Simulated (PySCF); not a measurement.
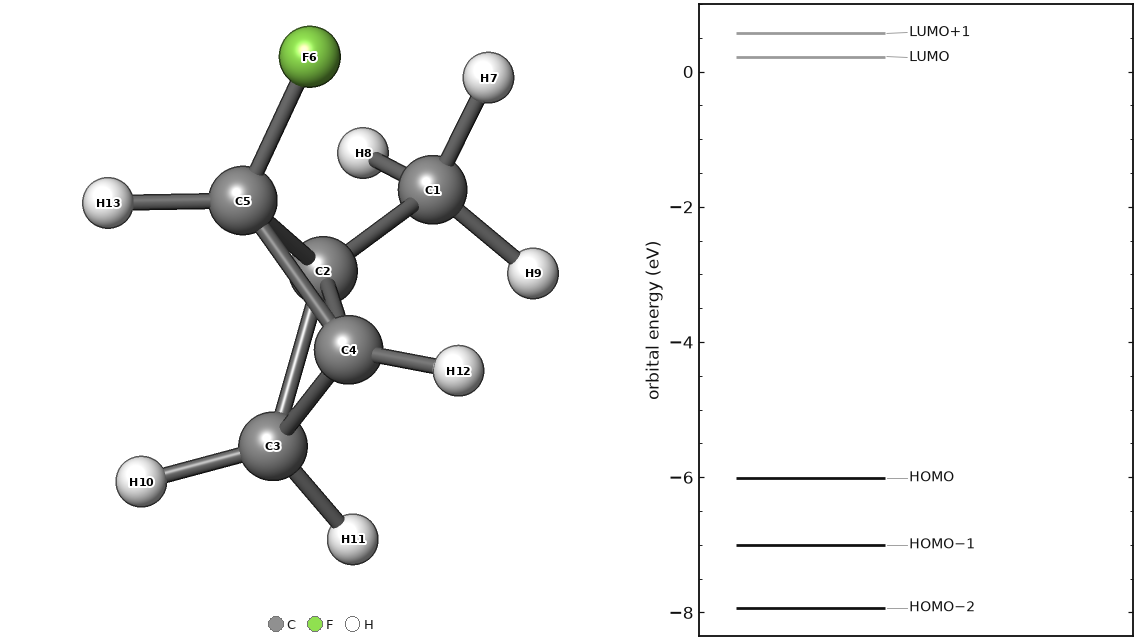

C₅H₇F, SMILES C[C@@]12C[C@@H]1[C@H]2F. Kohn-Sham orbital energies near the frontier, PBE/def2-SVPD in PySCF, at a PBE0-D3(BJ)/def2-SVP geometry (no frequency check), isolated molecule; empty levels in grey, levels within 0.03 eV side by side.

**Where do the frontier orbitals lie?**

HOMO at −6.01 eV, LUMO at 0.22 eV, 6.23 eV apart.

**How far below the HOMO does the next level lie?**

0.99 eV.

**List the levels with the atoms that carry most of them (a dash for levels above zero or within 0.03 eV of another, where shares mean little).**

| orbital | energy (eV) | Löwdin shares |
| --- | --- | --- |
| LUMO+1 | 0.56 | – |
| LUMO | 0.22 | – |
| HOMO | −6.01 | C4 28 %, C2 25 %, C5 10 % |
| HOMO−1 | −7.00 | F6 26 %, C5 23 %, C4 16 % |
| HOMO−2 | −7.93 | C3 28 %, C4 21 %, C2 18 % |

Note: empty levels above zero depend strongly on the basis.
